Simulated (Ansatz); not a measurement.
# How strongly the parts of twisted Ti2CO2 MXene bilayer, 32.20° (390 atoms) bind: runs compared

Aim: the interaction energy between the two parts of twisted Ti2CO2 MXene bilayer, 32.20° (390 atoms) and its distance dependence.

Computed with Ansatz 0.2.0: Kohn-Sham DFT, PBE+D3(BJ), PAW (set soft_1), plane waves.

**1. The cell as built**

The cell holds 390 atoms: 78 C, 156 Ti and 156 O. Cell: a = 18.922 Å, b = 18.922 Å, c = 25.590 Å, α = 90.0°, β = 90.0°, γ = 120.0°. It derives from Ti2CO2 (Ti2CO2 MXene). Ti2CO2 MXene (a = 3.03 Å) under Ti2CO2 MXene (a = 3.03 Å), bilayer, commensurate cell of 39 unit cells a layer, twist 32.20 deg; facing planes 2.71 Å apart; 14 Å of vacuum; layers as built, displaced by a Gaussian of 0.01 Å. Regions: layer 1, 195 atoms (39 C, 78 Ti and 78 O); layer 2, 195 atoms (39 C, 78 Ti and 78 O). Vacuum lies along c.

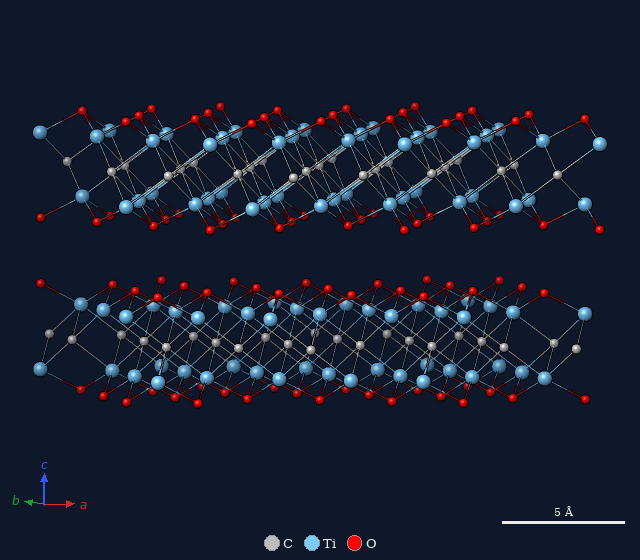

The cell as built. Drawn is a slice 9 Å thick, seen along the normal of the ac plane.

What the set-up can't give: The main run has no spin polarisation, so moments on Ti can't form in it, and no Hubbard term.

**2. The reference run**

The reference is a single point at the end of the relaxation.

The parts (lower: layer 1 and upper: layer 2) keep their atoms where they stand in it, and shifted cells move the upper part rigidly.

Its input, with most atom lines left out:

```yaml
crystal:
  lattice:
    - [18.9223, 0.0, 0.0]
    - [-9.46115, 16.38719, 0.0]
    - [0.0, 0.0, 25.59]
  atoms:
    - { symbol: C, position: [0.02563, 0.58966, 0.36205] }
    - { symbol: Ti, position: [0.10258, 0.69226, 0.41259] }
    - { symbol: Ti, position: [0.12824, 0.61527, 0.31131] }
    - { symbol: O, position: [0.12839, 0.61559, 0.44806] }
    - { symbol: O, position: [0.10247, 0.69223, 0.27593] }
    - { symbol: C, position: [0.07695, 0.76924, 0.36201] }
    - { symbol: Ti, position: [0.15376, 0.87163, 0.41311] }
    [... atom lines 8 to 390 left out ...]
kpoints:
  mp_grid: { grid: [3, 3, 1] }
hamiltonian:
  xc: pbe
  dispersion: d3bj
  pseudopotentials: { kind: paw, azcp: { folder: soft_1 } }
scf:
  occupations: { method: gaussian, width: 0.05 }
output:
  forces: true
  populations: true
  dos:
    method: { smearing: { sigma: 0.15 } }
    de: 0.1
    projected: { site_lists: { C: [C], O: [O], Ti: [Ti] } }
  eigenvalues: true
  write_density: true
  write_potential: true
  volumetric_format: npy
  elf: true
```

| Quantity | Value |
| --- | --- |
| free energy per atom | -1278.3419 eV/atom |
| r.m.s. force component | 0.01033 eV/Å |

Filled and empty levels are parted by 0.369 eV (on the run's k-points); a semilocal functional tends to put such gaps too low.

**3. The runs**

Each row is one run, on 1 × NVIDIA GB200 with 32 threads of Arm Neoverse V2, shared host. The free energy is the program's total, comparable only between runs with the same functional, potentials and atoms, or as a whole against its parts.

```csv
run,atoms,outcome,"ionic steps, all passes",free energy (eV),time,host memory (GiB)
Single point at the start,390,converged,-,-498552.206,2.2 min,3.2
Relaxation,390,converged,4,-498553.341,6.4 min,4.9
Single point at the relaxed geometry,390,converged,-,-498553.341,3.2 min,14
The lower part alone,195,converged,-,-249271.879,53 s,2.3
The upper part alone,195,converged,-,-249271.878,50 s,2.4
Upper part moved by +0.3 Å,390,converged,-,-498552.757,2.1 min,3.1
Upper part moved by -0.3 Å,390,converged,-,-498551.649,1.8 min,3.2
Upper part moved by +0.8 Å,390,converged,-,-498550.643,2.1 min,3.1
Upper part moved by +1.6 Å,390,converged,-,-498547.884,2.3 min,3.1
Upper part moved by +3 Å,390,converged,-,-498545.695,2.3 min,3.1
```

In some runs the program notes that it cut back its plan to fit the GPU's memory, it cut back its work space to fit the memory limit and the exchange-correlation potential is rough where the density is thin. Further notices: subspace factor gpu capped.

**4. Interaction energy**

Whole cell less its two parts, each frozen at the geometry of the whole and solved in the same cell with the same functional, so that energy zeros cancel. The upper part is 'layer 2' and the lower part 'layer 1'. The nearest atoms of the two parts stand 2.68 Å apart. The face is 310.1 Å².

```csv
functional,interaction energy (eV),"of it, the added dispersion term (eV)",per area (meV/Å²),per area (J/m²),per atom of the upper part (meV)
PBE+D3(BJ),-9.585,-11.589,-30.9,-0.50,-49.2
```

**5. Energy against separation**

The upper part is moved rigidly along the normal from its place in the reference.

```csv
shift (Å),energy change (eV),per area (meV/Å²),share of the binding lost (%),gap (eV)
-0.3,1.693,5.46,-,0.372
+0.0,0.000,0.00,-,0.369
+0.3,0.585,1.89,6,0.369
+0.8,2.698,8.70,28,0.369
+1.6,5.457,17.60,57,0.369
+3.0,7.646,24.66,80,0.370
```

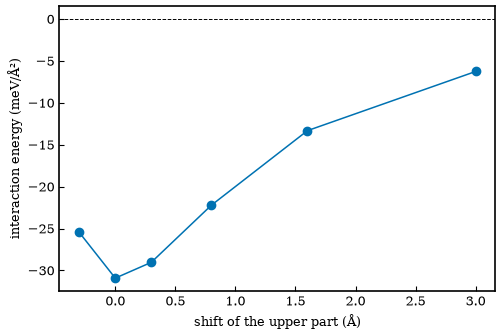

Interaction energy against the shift of the upper part; zero is the parts apart.

**6. Levels of whole and parts**

```csv
cell,gap (eV),"vacuum level at the upper face, over the highest filled level, or over E_F where no gap is given (eV)",moment (μB)
whole,0.369,5.82,no spin
lower part,0.371,5.78,no spin
upper part,0.371,5.81,no spin
```

**7. What came out**

The parts bind with 30.9 meV/Å² (9.58 eV for the cell) at the level PBE+D3(BJ), the size of van der Waals binding between sheets. The added dispersion term contributes -11.589 eV, the functional itself 2.004 eV. The curvature over ±0.3 Å is 1.3×10²⁰ N/m³, and the energy rises faster on the near side. At +3.0 Å, 80 % of the binding is lost; the shift also narrows the vacuum to the periodic image. On the run's k-points the gap of the whole, 0.369 eV, lies 0.0016 eV under the smaller of the parts'.

Caveats: The parts are frozen, so the energy of their deformation isn't counted. No correction is made for dipoles across the vacuum, and the parts also feel their periodic images through it.

The DFT runs together took 24 min of wall time.

[Logs are printed without paths, hosts, clocks, repeated set-up lines and the standing remarks that a program may print on its own settings, such as how far it seeks lower states.]

[Hosts, paths, dates, database ids (printed as entryN), source tags and the programs' standing remarks are cut or masked in the printed files.]
